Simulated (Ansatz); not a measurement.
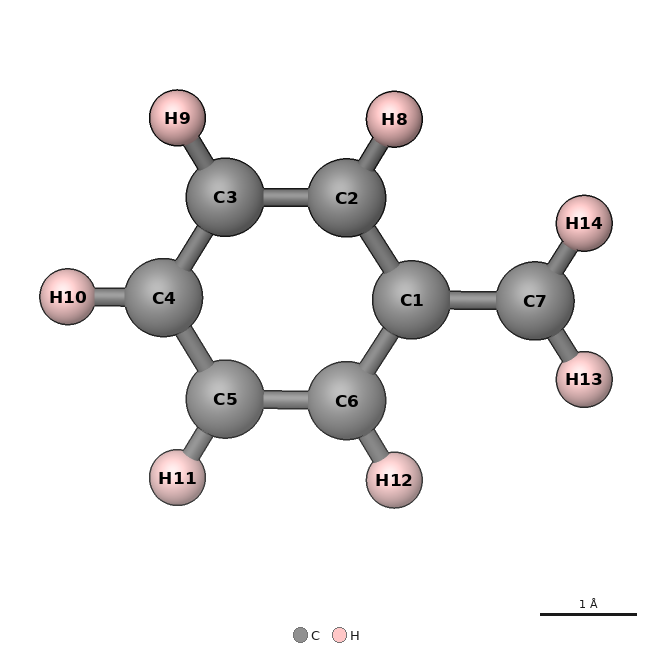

Source: calculation with Ansatz.

Orthographic view. Distant atoms are faded towards the background colour. The species is neutral and a spin doublet. Geometry: a fixed input geometry, not necessarily a minimum.

Write the connection table.

C1: C2, C6, C7
C2: C1, C3, H8
C3: C2, C4, H9
C4: C3, C5, H10
C5: C4, C6, H11
C6: C1, C5, H12
C7: C1, H13, H14
(terminal hydrogens appear only as neighbours)
